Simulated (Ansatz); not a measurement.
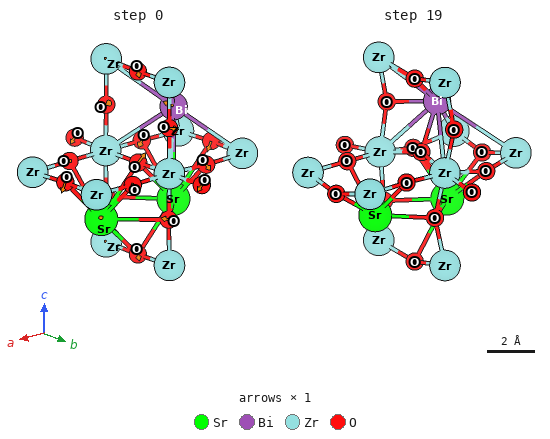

The structure of a defect cell of composition Sr$_{6}$BiZr$_{8}$O$_{24}$ before (left) and after (right) a relaxation, at one scale. The orange arrows give the displacements, at their true length.

The picture is a ball-and-stick view of the atoms within 5.0 Å of the atom that moves most (axes of the cell of the calculation), seen from a free direction.

The calculation used DFT, PBEsol, PAW, plane waves in Ansatz.

Input file:
```yaml
crystal:
  lattice:
    - [8.260000, 0.000000, 0.000000]
    - [0.000000, 8.260000, 0.000000]
    - [0.000000, 0.000000, 8.260000]
  atoms:
    - { symbol: Sr, position: [0.999409, 0.998196, 0.995632] }
    - { symbol: Sr, position: [0.999332, 0.001512, 0.501483] }
    - { symbol: Sr, position: [0.999137, 0.500732, 0.997065] }
    - { symbol: Sr, position: [0.498724, 0.001832, 0.004014] }
    - { symbol: Sr, position: [0.499087, 0.995380, 0.500753] }
    - { symbol: Sr, position: [0.508646, 0.505333, 0.998324] }
    - { symbol: Bi, position: [0.500209, 0.497427, 0.500323], spin: 1 }
    - { symbol: Zr, position: [0.250631, 0.249058, 0.244627] }
    - { symbol: Zr, position: [0.246936, 0.247712, 0.753379] }
    - { symbol: Zr, position: [0.248770, 0.749386, 0.251111] }
    - { symbol: Zr, position: [0.251066, 0.749008, 0.750949] }
    - { symbol: Zr, position: [0.748420, 0.247304, 0.249493] }
    - { symbol: Zr, position: [0.748950, 0.252395, 0.751786] }
    - { symbol: Zr, position: [0.749371, 0.749986, 0.253807] }
    - { symbol: Zr, position: [0.749505, 0.750480, 0.752285] }
    - { symbol: O, position: [0.247949, 0.247373, 0.999033] }
    - { symbol: O, position: [0.250310, 0.251021, 0.504563] }
    - { symbol: O, position: [0.248135, 0.751382, 0.999676] }
    - { symbol: O, position: [0.249406, 0.748488, 0.499160] }
    - { symbol: O, position: [0.751626, 0.255443, 0.999904] }
    - { symbol: O, position: [0.750827, 0.255021, 0.502776] }
    - { symbol: O, position: [0.751588, 0.745978, 0.001714] }
    - { symbol: O, position: [0.750713, 0.749081, 0.502919] }
    - { symbol: O, position: [0.000664, 0.252421, 0.250529] }
    - { symbol: O, position: [0.000615, 0.244669, 0.748921] }
    - { symbol: O, position: [0.999687, 0.748954, 0.248104] }
    - { symbol: O, position: [0.999575, 0.750254, 0.748671] }
    - { symbol: O, position: [0.504037, 0.251030, 0.250403] }
    - { symbol: O, position: [0.497828, 0.255276, 0.745205] }
    - { symbol: O, position: [0.499600, 0.752691, 0.246846] }
    - { symbol: O, position: [0.497193, 0.749094, 0.748303] }
    - { symbol: O, position: [0.244610, 0.000337, 0.251620] }
    - { symbol: O, position: [0.249805, 0.001062, 0.751510] }
    - { symbol: O, position: [0.243775, 0.498345, 0.252501] }
    - { symbol: O, position: [0.248411, 0.499136, 0.750513] }
    - { symbol: O, position: [0.748653, 0.003814, 0.256838] }
    - { symbol: O, position: [0.750846, 0.999740, 0.751584] }
    - { symbol: O, position: [0.748480, 0.503666, 0.250346] }
    - { symbol: O, position: [0.750792, 0.503848, 0.748634] }
  symmetry: { detect: false }
kpoints:
  mp_grid: { grid: [1, 1, 1], shift: [0.25, 0.25, 0.25] }
hamiltonian:
  xc: pbesol
magnetization:
  spin_polarized: true
scf:
  occupations: { method: fermi_dirac, width: 0.01 }
relax:
  f_tol: 0.03
  max_steps: 80
  escape_saddle: false
  adjacent_minimum: "off"
output:
  forces: true
  eigenvalues: true
  populations: true
```

Command:
```bash
ansatz run in.yaml --threads 8 --pin off --max-ram 13300MiB --runs-dir r --events-out ev --progress --plain
```

### What changed between the two?

The atom that moves furthest is O38 (0.60 Å along [−3 0 2]). By element the largest moves are O 0.60 Å, Bi 0.54 Å, Sr 0.26 Å, Zr 0.12 Å. The cell doesn't change. Near-neighbour distances that change, for instance: Bi7–O21 2.880 → 2.225 Å, Bi7–O39 2.914 → 2.260 Å, Bi7–O38 2.911 → 2.325 Å, Sr3–O39 2.902 → 3.484 Å. Bond angles that change, for instance: Zr12–O38–Zr14 179.4° → 147.3°, Zr8–O34–Zr10 176.6° → 154.4°, Zr13–O39–Zr15 178.3° → 156.7°. The energy falls by 4.129 eV per cell of the calculation in 18 accepted moves (19 points after the start). The largest force component goes from 1.8 to 0.016 eV/Å. The line search rejected the trial step at point 14 of the run. Cost: 2.4 min on 8 threads of Intel(R) Xeon(R) 6975P-C, peak memory 1.7 GiB.

Limits of the set-up: the periodic images lie only 8.3 Å apart, so the values are limited by the cell's size.
